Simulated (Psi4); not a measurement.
# SOF2 (thionyl fluoride), step by step

Aim: a structure relaxation (CAM-B3LYP/pcseg-1), then vibrational wavenumbers, then the energy (MP2/cc-pVTZ), then the vertical excitations (TD-CAM-B3LYP/pcseg-1) of SOF2 (thionyl fluoride). 

Program for the calculation: Psi4 1.11.

## Step 1: The system as given

SOF2 has 4 atoms, charge 0, and is taken as a singlet. As SMILES, `O=S(F)F`. Geometry: relaxed at PBE0-D4/def2-TZVP. The run starts from this shape.

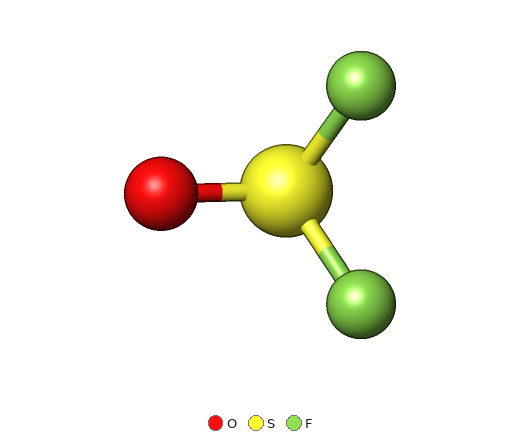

Viewed from a chosen angle; oxygen red, sulfur yellow, fluorine green.

## Step 2: A structure relaxation at CAM-B3LYP/pcseg-1 (density fitting) (run 1)

f2os.py reads:

```python
import psi4

psi4.set_memory('1600 MB')
psi4.set_num_threads(1)
psi4.core.set_output_file('f2os.out', False)

mol = psi4.geometry("""
0 1
O      0.932400     0.066600    -1.017800
S     -0.151300    -0.426200    -0.245700
F     -1.124400     0.804200     0.000400
F      0.343300    -0.444600     1.263100
symmetry c1
""")

psi4.set_options({
    'reference': 'rks',
    'geom_maxiter': 60,
})

e_tot = psi4.optimize("cam-b3lyp/pcseg-1")
print(f'total energy {e_tot:.8f} hartree = {e_tot * 27.211386:.5f} eV')
print(mol.to_string(dtype='xyz', units='Angstrom'))
for k, v in sorted(psi4.core.scalar_variables().items()):
    print(f'{k:45s} {v:18.10f}')
```

Run with:

```bash
python f2os.py
```

f2os.out:

```text
gradient() will perform analytic gradient computation.

   => Loading Basis Set <=

    Name: PCSEG-1
    Role: ORBITAL
    Keyword: BASIS

         ---------------------------------------------------------
                                   SCF
                              RKS Reference
                        1 Threads,   1525 MiB Core
         ---------------------------------------------------------

  ==> Geometry <==

    Molecular point group: c1
    Full point group: C1

    Geometry (in Angstrom), charge = 0, multiplicity = 1:

       Center              X                  Y                   Z               Mass
    ------------   -----------------  -----------------  -----------------  -----------------
         O            0.987811337382     0.133249103097    -1.016279829844    15.994914619570
         S           -0.095888662618    -0.359550896903    -0.244179829844    31.972071174400
         F           -1.068988662618     0.870849103097     0.001920170156    18.998403162730
         F            0.398711337382    -0.377950896903     1.264620170156    18.998403162730

  Running in c1 symmetry.

  Rotational constants: A =      0.28509  B =      0.27837  C =      0.16483 [cm^-1]
  Rotational constants: A =   8546.79326  B =   8345.33365  C =   4941.51750 [MHz]
  Nuclear repulsion =  193.929517133174812

  Charge       = 0
  Multiplicity = 1
  Electrons    = 42
  Nalpha       = 21
  Nbeta        = 21

  ==> Algorithm <==

  SCF Algorithm Type is DF.
  DIIS enabled.
  MOM disabled.
  Fractional occupation disabled.
  Guess Type is SAD.
  Energy threshold   = 1.00e-08
  Density threshold  = 1.00e-08
  Integral threshold = 1.00e-12

  ==> Primary Basis <==

  Basis Set: PCSEG-1
    Blend: PCSEG-1
    Number of shells: 26
    Number of basis functions: 60
    Number of Cartesian functions: 64
    Spherical Harmonics?: true
    Max angular momentum: 2

  ==> DFT Potential <==

   => LibXC <=

    Version 7.1.2

   => Composite Functional: CAM-B3LYP <=

    CAM-B3LYP Hyb-GGA Exchange-Correlation Functional

    Deriv               =              1
    GGA                 =           TRUE
    Meta                =          FALSE

    Exchange Hybrid     =           TRUE
    MP2 Hybrid          =          FALSE

   => Exchange Functionals <=

    0.3500         Becke 88 [omega = 0.3300]
    0.4600   Short-range recipe for B88 functional - erf [omega = 0.3300]

   => Exact (HF) Exchange <=

    0.4600            HF,LR [omega = 0.3300]
    0.1900               HF

   => Correlation Functionals <=

    0.1900   Vosko, Wilk & Nusair (VWN5)
    0.8100   Lee, Yang & Parr

   => LibXC Density Thresholds  <==

    XC_HYB_GGA_XC_CAM_B3LYP:  1.00E-14

   => Molecular Quadrature <=

    Radial Scheme          =       TREUTLER
    Pruning Scheme         =           NONE
    Nuclear Scheme         =       TREUTLER

    Blocking Scheme        =         OCTREE
    BS radius alpha        =              1
    Pruning alpha          =              1
    Radial Points          =             75
    Spherical Points       =            302
    Total Points           =          87031
    Total Blocks           =            707
    Max Points             =            256
    Max Functions          =             59
    Weights Tolerance      =       1.00E-15

   => Loading Basis Set <=

    Name: (PCSEG-1 AUX)
    Role: JKFIT
    Keyword: DF_BASIS_SCF

  ==> Integral Setup <==

  DFHelper Memory: AOs need 0.031 GiB; user supplied 0.987 GiB.
  SCF_SUBTYPE=INCORE selected. In-core MEM_DF algorithm will be used.
  Using in-core AOs.

  ==> MemDFJK: Density-Fitted J/K Matrices <==

    J tasked:                   Yes
    K tasked:                   Yes
    wK tasked:                  Yes
    Omega:                3.300E-01
    Memory [MiB]:              1011
    Algorithm:                 Core
    Schwarz Cutoff:           1E-12
    Mask sparsity (%):       0.3333
    Fitting Condition:        1E-10

   => Auxiliary Basis Set <=

  Basis Set: (PCSEG-1 AUX)
    Blend: DEF2-UNIVERSAL-JKFIT
    Number of shells: 113
    Number of basis functions: 359
    Number of Cartesian functions: 434
    Spherical Harmonics?: true
    Max angular momentum: 4

  Cached 100.0% of DFT collocation blocks in 0.130 [GiB].

  Minimum eigenvalue in the overlap matrix is 2.6221151184E-02.
  Reciprocal condition number of the overlap matrix is 7.5117899973E-03.
    Using symmetric orthogonalization.

  ==> Pre-Iterations <==

  SCF Guess: Superposition of Atomic Densities via on-the-fly atomic UHF (no occupation information).

   -------------------------
    Irrep   Nso     Nmo
   -------------------------
     A         60      60
   -------------------------
    Total      60      60
   -------------------------

  ==> Iterations <==

                           Total Energy        Delta E     RMS |[F,P]|

[... 2 lines left out ...]
   @DF-RKS iter   2:  -672.34721692317237    3.63980e-01   2.05836e-02 DIIS/ADIIS
[... 2 lines left out ...]
   @DF-RKS iter   5:  -672.92435137533676   -1.13353e-03   6.94906e-05 DIIS
[... 2 lines left out ...]
   @DF-RKS iter   8:  -672.92436099430165   -2.40518e-08   7.99957e-07 DIIS
[... 2 lines left out ...]
   @DF-RKS iter  11:  -672.92436099749477   -9.66338e-12   4.18842e-08 DIIS
[... 29 lines left out ...]
    Final Occupation by Irrep:
[... 10 lines left out ...]
    One-Electron Energy =               -1315.6464784040183531
[... 2 lines left out ...]
    Empirical Dispersion Energy =           0.0000000000000000
[... 16 lines left out ...]
 Dipole X            :         -1.0995600            0.6345250           -0.4650350
[... 75 lines left out ...]
    Weights Tolerance      =       1.00E-15
[... 52 lines left out ...]
	   Step    Total Energy     Delta E     Max Force     RMS Force      Max Disp      RMS Disp   ~
[... 125 lines left out ...]
                           Total Energy        Delta E     RMS |[F,P]|
[... 3 lines left out ...]
   @DF-RKS iter   2:  -672.92734277461375    9.19768e-05   5.19378e-04 DIIS/ADIIS
[... 2 lines left out ...]
   @DF-RKS iter   5:  -672.92769523104903   -1.45851e-07   2.06841e-06 DIIS
[... 2 lines left out ...]
   @DF-RKS iter   8:  -672.92769524147820   -1.74396e-10   6.03139e-08 DIIS
[... 2 lines left out ...]
  Energy and wave function converged.
[... 16 lines left out ...]
    Nuclear Repulsion Energy =            190.6076362392236945
[... 2 lines left out ...]
    DFT Exchange-Correlation Energy =     -41.6298864067394163
[... 2 lines left out ...]
    Total Energy =                       -672.9276952414936659
[... 16 lines left out ...]
 Dipole Z            :          1.1308743           -1.2308453           -0.0999711
[... 89 lines left out ...]
	Measures of convergence in internal coordinates in au.
[... 73 lines left out ...]
    Weights Tolerance      =       1.00E-15
[... 22 lines left out ...]
   @DF-RKS iter   1:  -672.92808268065903   -2.58956e-02   2.55926e-04 DIIS/ADIIS
[... 2 lines left out ...]
   @DF-RKS iter   4:  -672.92818019802007   -3.81789e-06   7.07754e-06 DIIS
[... 2 lines left out ...]
   @DF-RKS iter   7:  -672.92818028183331   -1.78045e-09   1.16937e-07 DIIS
[... 2 lines left out ...]
  Energy and wave function converged.
[... 16 lines left out ...]
    Nuclear Repulsion Energy =            189.0593713731457512
[... 2 lines left out ...]
    DFT Exchange-Correlation Energy =     -41.6144800189727775
[... 2 lines left out ...]
    Total Energy =                       -672.9281802818740061
[... 16 lines left out ...]
 Dipole Z            :          1.0978665           -1.2451430           -0.1472764
[... 89 lines left out ...]
	Measures of convergence in internal coordinates in au.
[... 73 lines left out ...]
    Weights Tolerance      =       1.00E-15
[... 22 lines left out ...]
   @DF-RKS iter   1:  -672.92818908248842   -2.71054e-03   5.04031e-05 DIIS
[... 2 lines left out ...]
   @DF-RKS iter   4:  -672.92819285075939   -3.15987e-08   1.27714e-06 DIIS
[... 2 lines left out ...]
   @DF-RKS iter   7:  -672.92819285360008   -4.03588e-11   3.02301e-08 DIIS
[... 8 lines left out ...]
    Final Occupation by Irrep:
[... 10 lines left out ...]
    One-Electron Energy =               -1305.7039744888279529
[... 2 lines left out ...]
    Empirical Dispersion Energy =           0.0000000000000000
[... 16 lines left out ...]
 Dipole X            :         -1.0841989            0.6549190           -0.4292799
[... 43 lines left out ...]
    Weights Tolerance      =       1.00E-15
[... 52 lines left out ...]
	   Step    Total Energy     Delta E     Max Force     RMS Force      Max Disp      RMS Disp
[... 88 lines left out ...]
                           Total Energy        Delta E     RMS |[F,P]|
[... 3 lines left out ...]
   @DF-RKS iter   2:  -672.92819246566842    1.18543e-06   3.77234e-05 DIIS
[... 2 lines left out ...]
   @DF-RKS iter   5:  -672.92819430097381   -7.88191e-10   2.57200e-07 DIIS
[... 2 lines left out ...]
  Energy and wave function converged.
[... 19 lines left out ...]
    Virtual:

      22A     -0.019430    23A      0.022792    24A      0.098306
      25A      0.270662    26A      0.281764    27A      0.326281
      28A      0.362913    29A      0.582281    30A      0.630629
[... 9 lines of this table left out ...]
      58A      2.819702    59A      3.029484    60A      3.050569

    Final Occupation by Irrep:
              A
    DOCC [    21 ]
    NA   [    21 ]
    NB   [    21 ]

  @DF-RKS Final Energy:  -672.92819430107829

   => Energetics <=

    Nuclear Repulsion Energy =            188.8259132126916597
    One-Electron Energy =               -1305.6494500840685760
    Two-Electron Energy =                 485.5081643232531974
    DFT Exchange-Correlation Energy =     -41.6128217529544955
    Empirical Dispersion Energy =           0.0000000000000000
    VV10 Nonlocal Energy =                  0.0000000000000000
    Total Energy =                       -672.9281943010782925

Computation Completed

Properties will be evaluated at   0.000000,   0.000000,   0.000000 [a0]

Properties computed using the SCF density matrix

 Multipole Moments:

 ------------------------------------------------------------------------------------
     Multipole            Electronic (a.u.)      Nuclear  (a.u.)        Total (a.u.)
 ------------------------------------------------------------------------------------

 L = 1.  Multiply by 2.5417464519 to convert [e a0] to [Debye]
 Dipole X            :         -1.0824327            0.6551494           -0.4272833
 Dipole Y            :         -0.1716500           -0.4907500           -0.6624000
 Dipole Z            :          1.0883514           -1.2468230           -0.1584716
 Magnitude           :                                                    0.8040261

 ------------------------------------------------------------------------------------

	total time  =          2 seconds =       0.03 minutes

         ------------------------------------------------------------
                                   SCF GRAD
         ------------------------------------------------------------

  ==> Geometry <==

    Molecular point group: c1
    Full point group: C1

    Geometry (in Angstrom), charge = 0, multiplicity = 1:

       Center              X                  Y                   Z               Mass
    ------------   -----------------  -----------------  -----------------  -----------------
         O            1.007807617116     0.134784996752    -1.038075979656    15.994914619570
         S           -0.093009432780    -0.370797688816    -0.258606808124    31.972071174400
         F           -1.100290336440     0.897096501316     0.005602318301    18.998403162730
         F            0.408332571812    -0.386564352903     1.303567285361    18.998403162730

  Nuclear repulsion =  188.825913212691660

   => Molecular Quadrature <=

    Radial Scheme          =       TREUTLER
    Pruning Scheme         =           NONE
    Nuclear Scheme         =       TREUTLER

    Blocking Scheme        =         OCTREE
    BS radius alpha        =              1
    Pruning alpha          =              1
    Radial Points          =             75
    Spherical Points       =            302
    Total Points           =          87080
    Total Blocks           =            703
    Max Points             =            255
    Max Functions          =             58
    Weights Tolerance      =       1.00E-15

  -Total Gradient:
     Atom            X                  Y                   Z
    ------   -----------------  -----------------  -----------------
       1        0.000256464610     0.000042886195    -0.000255724215
       2       -0.000185912406    -0.000081814277     0.000134738529
       3        0.000110210808    -0.000131537866    -0.000145006104
       4        0.000031412375    -0.000064378077    -0.000212474100

	total time  =          0 seconds =       0.00 minutes

    			-----------------------------------------

    			 OPTKING 3.0: for geometry optimizations

    			        with contributions from

    			-----------------------------------------

	                            ===> Fragment 1 <==

	 Z (Atomic Numbers)          Masses                          Geom
	       8.000000            15.994915          1.90448038  0.25470673 -1.96167930
	      16.000000            31.972071         -0.17576236 -0.70070608 -0.48869604
	       9.000000            18.998403         -2.07924739  1.69526670  0.01058685
	       9.000000            18.998403          0.77163673 -0.73050076  2.46338516

	 - Coordinate -           - BOHR/RAD -       - ANG/DEG -
	 R(1,2)           =         2.722114           1.440481
	 R(2,3)           =         3.100520           1.640725
	 R(2,4)           =         3.100522           1.640726
[... 5 lines of this table left out ...]
	 O(4,2,1,3)       =         1.252859          71.783522

	        --- Internal Coordinate Step in ANG or DEG, aJ/ANG or AJ/DEG ---
	-------------------------------------------------------------------------------
	           Coordinate      Previous         Force          Change          New
	           ----------      --------        ------          ------        ------
	               R(1,2)       1.44048       -0.00217       -0.00020       1.44029
	               R(2,3)       1.64072        0.00078        0.00017       1.64090
	               R(2,4)       1.64073        0.00078        0.00017       1.64090
[... 5 lines of this table left out ...]
	           O(4,2,1,3)      71.78352        0.00000       -0.00057      71.78295
	-------------------------------------------------------------------------------

	                                 ==> Convergence Check <==

	Measures of convergence in internal coordinates in au.

	Criteria marked as inactive (o), active & met (*), and active & unmet ( ).

	----------------------------------------------------------------------------------------------
	   Step    Total Energy     Delta E     Max Force     RMS Force      Max Disp      RMS Disp
	----------------------------------------------------------------------------------------------
	  Convergence Criteria     1.00e-06 *    3.00e-04 *             o    1.20e-03 *             o
	----------------------------------------------------------------------------------------------
	     5    -672.92819430   -1.45e-06      2.63e-04 *    9.88e-05 o    3.69e-04 *    2.05e-04 o  ~
	----------------------------------------------------------------------------------------------

Next Geometry in Ang
	Fragment 1 (Ang)

	    O   1.0077621668   0.1347459679  -1.0380609976
	    S  -0.0929114458  -0.3708107578  -0.2587336309
	    F  -1.1003508179   0.8971514809   0.0056292995
	    F   0.4083405166  -0.3865672347   1.3036521450

    Final optimized geometry and variables:
    Molecular point group: c1
    Full point group: C1

    Geometry (in Angstrom), charge = 0, multiplicity = 1:

    O            1.007807617116     0.134784996752    -1.038075979656
    S           -0.093009432780    -0.370797688816    -0.258606808124
    F           -1.100290336440     0.897096501316     0.005602318301
    F            0.408332571812    -0.386564352903     1.303567285361

[set-up sections that repeat, and orbital energies of the middle runs, are left out above]
```

The script printed:

```text
Some dependencies such as QCElemental have not yet finished migration to pydantic v2. If issues are encountered please downgrade pydantic or upgrade QCElemental as appropriate
	Previous geometry is closer to target in internal coordinates, so using that one.

	Best geometry has RMS(Delta(q)) = 3.43e-08

Optimizer: Optimization complete!
total energy -672.92819430 hartree = -18311.30885 eV
4
0 1 F2OS
O                     1.007807617116     0.134784996752    -1.038075979656
S                    -0.093009432780    -0.370797688816    -0.258606808124
F                    -1.100290336440     0.897096501316     0.005602318301
F                     0.408332571812    -0.386564352903     1.303567285361

CURRENT ENERGY                                   -672.9281943011
CURRENT REFERENCE ENERGY                         -672.9281943011
DD SOLVATION ENERGY                                 0.0000000000
DFT FUNCTIONAL TOTAL ENERGY                      -672.9281943011
DFT TOTAL ENERGY                                 -672.9281943011
DFT VV10 ENERGY                                     0.0000000000
DFT XC ENERGY                                     -41.6128217530
GRID ELECTRONS ALPHA                               20.9999764169
GRID ELECTRONS BETA                                20.9999764169
GRID ELECTRONS TOTAL                               41.9999528337
NUCLEAR REPULSION ENERGY                          188.8259132127
ONE-ELECTRON ENERGY                             -1305.6494500841
OPTIMIZATION ITERATIONS                             5.0000000000
PCM POLARIZATION ENERGY                             0.0000000000
PE ENERGY                                           0.0000000000
SCF ITERATION ENERGY                             -672.9281943011
SCF ITERATIONS                                      7.0000000000
SCF TOTAL ENERGY                                 -672.9281943011
TWO-ELECTRON ENERGY                               485.5081643233
XC GRID RADIAL POINTS                              75.0000000000
XC GRID SPHERICAL POINTS                          302.0000000000
XC GRID TOTAL POINTS                            87080.0000000000
```

Wall time 12 s (1 thread of Intel Xeon 6975P-C (Granite Rapids), shared host); peak memory 0.41 GiB.

The path in brief:

```csv
step,energy from the first frame kept (eV),largest force (eV/Å)
0,0.0000,2.2559
1,-0.0907,0.8054
2,-0.1039,0.1612
3,-0.1043,0.0657
4,-0.1043,0.0188
```

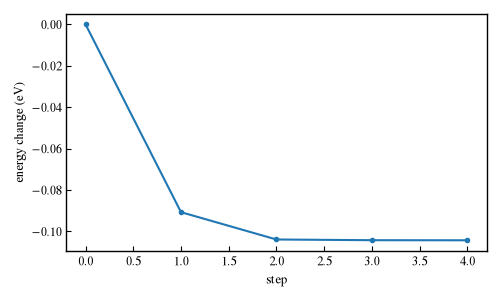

Energy along the run.

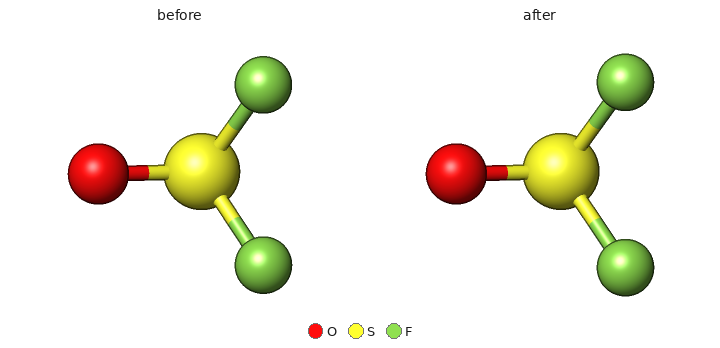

Before and after, at one scale.

After the run. Bond lengths: O1–S2 1.440 Å, S2–F3 1.641 Å, S2–F4 1.641 Å. Angles: O1–S2–F3 106.6°, O1–S2–F4 106.6°, F3–S2–F4 92.4°.

## Step 3: The harmonic vibrations at CAM-B3LYP/pcseg-1 (density fitting) (run 2)

job.in reads:

```
memory 1.6 GB

molecule system {
  0 1
  O      0.952396     0.068136    -1.039596
  S     -0.148421    -0.437447    -0.260127
  F     -1.155702     0.830447     0.004082
  F      0.352921    -0.453213     1.302047
  units angstrom
  symmetry c1
}

set t 600.0
set rotational_symmetry_number 1

e, wfn = frequencies('cam-b3lyp/pcseg-1', return_wfn=True)
```

Run with:

```bash
psi4 job.in job.out -n 1
```

job.out (excerpt; [...] marks lines left out):

```text
[...]
  Running in c1 symmetry.
[...]
  Nuclear repulsion =  188.825926237726605
[...]
  Multiplicity = 1
[...]
  Nalpha       = 21
  Nbeta        = 21
[...]
    Number of basis functions: 60
[...]
   @DF-RKS iter   1:  -672.71023472249703    4.91750e-02   1.26653e-02 ADIIS/DIIS
[...]
   @DF-RKS iter  12:  -672.92819457734561   -4.77485e-12   5.81723e-09 DIIS
[...]
  @DF-RKS Final Energy:  -672.92819457734561
   => Energetics <=
    Nuclear Repulsion Energy =            188.8405396413964468
    One-Electron Energy =               -1305.6781990828937978
    Two-Electron Energy =                 485.5224032472572731
    DFT Exchange-Correlation Energy =     -41.6129383831054014
    Empirical Dispersion Energy =           0.0000000000000000
    VV10 Nonlocal Energy =                  0.0000000000000000
    Total Energy =                       -672.9281945773456073
[...]
  -Total Gradient:
     Atom            X                  Y                   Z
    ------   -----------------  -----------------  -----------------
       1        0.000247108621     0.000039651838    -0.000247598949
       2       -0.000114753525    -0.000099795362     0.000275962441
       3        0.000091478790    -0.000098912197    -0.000137626155
       4       -0.000061202828    -0.000032224450    -0.000410120942
[...]
  ==> Harmonic Vibrational Analysis <==
[...]
  Freq [cm^-1]                 322.6648            331.9988            494.8408
[...]
  IR activ [km/mol]             6.5154              4.5541             29.4612
[...]
  Freq [cm^-1]                 758.6482            797.5922           1333.2394
[...]
  IR activ [km/mol]            210.4267            187.5355            186.7775
[...]
  Total E_0, Enthalpy at 0 [K]                                                         -672.91899284 [Eh]
[...]
  Total H, Enthalpy at  600.00 [K]                                                     -672.90634226 [Eh]
[...]
  Total G, Gibbs energy at  600.00 [K]                                                 -672.98139368 [Eh]
[...]
```

On the terminal:

```text
Warning: used thermodynamics relations inappropriate for low-frequency modes: ['322.6648' '331.9988' '494.8408']
```

Run time: 50 s. Hardware: 1 thread of Intel Xeon 6975P-C (Granite Rapids), shared host; peak memory 0.41 GiB.

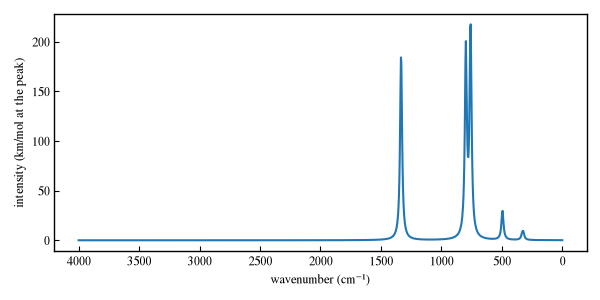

Harmonic infrared spectrum, unscaled, lines broadened by 10 cm⁻¹.

[end of part 1 of 2]
